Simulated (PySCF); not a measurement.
**C₆H₉F (SMILES C/C=C\C=C\CF): density, localisation and related maps**

```xyz
16

C    -2.5080   -0.1102   -0.8828
C    -1.9980   -0.5088    0.4594
C    -0.7412   -0.4459    0.9035
C     0.4110    0.0276    0.1738
C     1.6361    0.0541    0.6968
C     2.8594    0.5338   -0.0128
F     2.5930    0.9546   -1.2921
H    -2.9795   -0.9662   -1.3666
H    -1.7229    0.2669   -1.5297
H    -3.2709    0.6611   -0.7723
H    -2.7586   -0.8900    1.1300
H    -0.5347   -0.7782    1.9135
H     0.2679    0.3741   -0.8392
H     1.8235   -0.2841    1.7072
H     3.6064   -0.2677   -0.0939
H     3.3089    1.3878    0.5121
```

Geometry: GFN2-xTB.

These are results of PBE0/def2-SVPD, SCF density, gas phase in PySCF, not measurements.

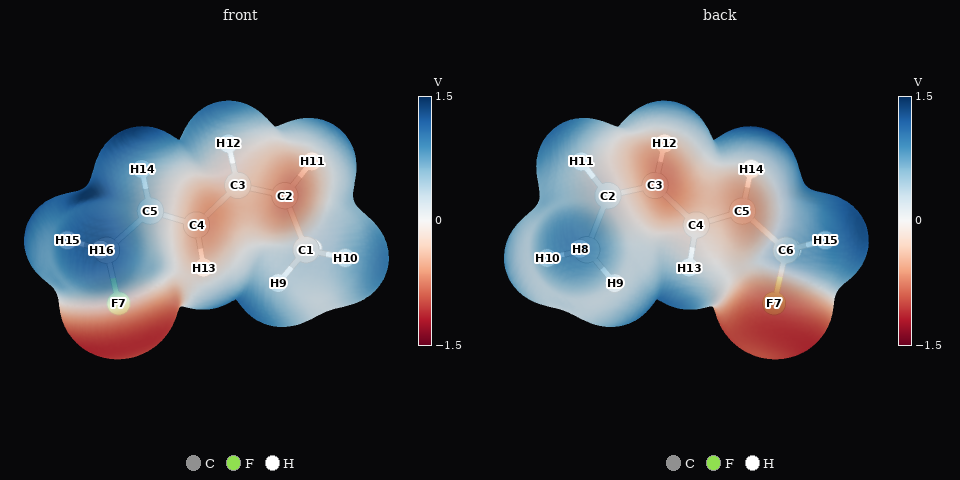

Figure 1. The molecular electrostatic potential painted on the density surface at 0.004 e/bohr³, seen from the front and from behind; red is negative and blue positive.

### Describe the electrostatic potential map.

The most negative region (about −1.1 V) lies over F7, the most positive (about +1.4 V) over C6 and H14.

### What dipole moment does the calculation give?

Its dipole moment is 1.40 D.

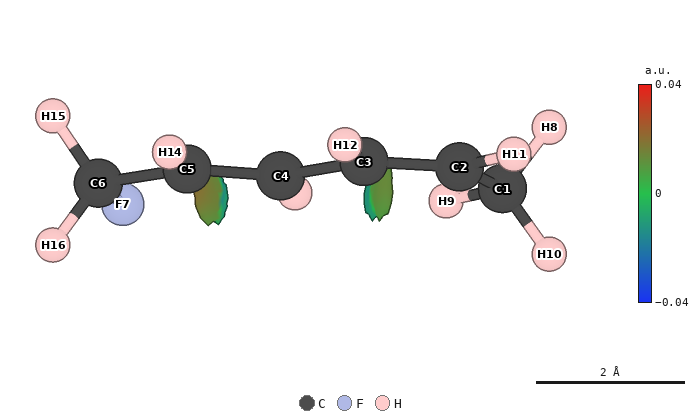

Figure 2. Non-covalent interaction (NCI) plot: the surface where the reduced density gradient is 0.6, for densities under 0.05 a.u., coloured by sign(λ₂)ρ; seen from one side.

### Which non-covalent interactions does the plot reveal?

Between H13 and C4 on one side and H9 and C1 on the other: a weak contact, attractive (blue-green) on one side and crowded (olive to red) on the other; between H13 and C4 on one side and F7 and C6 on the other: a weak contact, attractive (blue-green) on one side and crowded (olive to red) on the other.

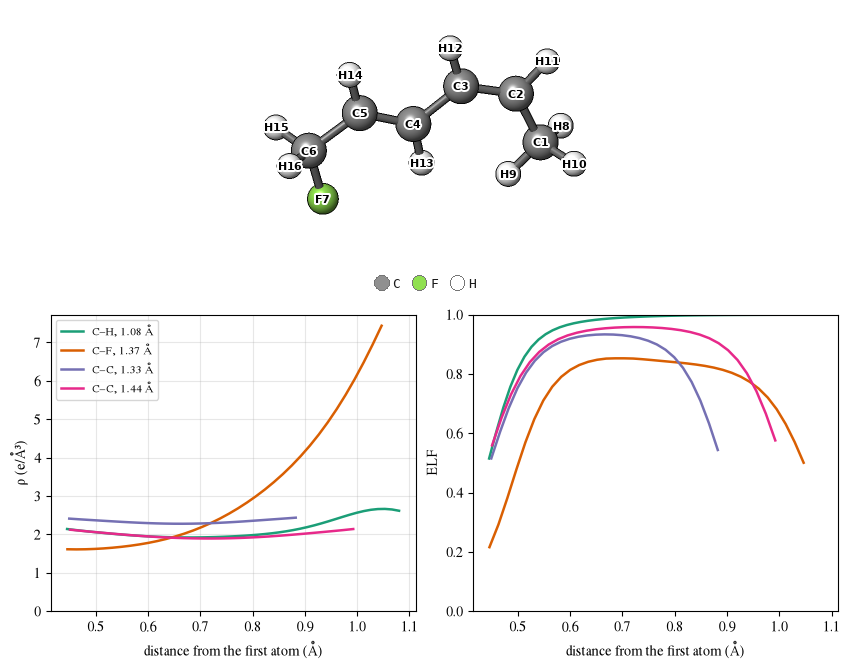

Figure 3. Total electron density and ELF along straight lines between neighbouring atoms. The curves leave out the atomic cores. The structure is drawn too.

### Compare the contacts.

C–H (1.08 Å): ρ is about 2 e/Å³ halfway; the ELF climbs to about 1 towards the hydrogen, as it does in any bond to H: a covalent bond by its length.
C–F (1.37 Å): ρ at the midpoint is about 2.1 e/Å³, with its minimum of 1.6 e/Å³ about 0.5 Å from C; the ELF peaks at about 0.85 between the atoms: a polar covalent bond.
C–C (1.33 Å): the density is about 2.3 e/Å³ at the midpoint; the ELF peaks at about 0.95 between the atoms: a multiple bond.
C–C (1.44 Å): ρ at the midpoint is about 1.9 e/Å³; the ELF peaks at about 0.95 between the atoms, as expected for a covalent bond.
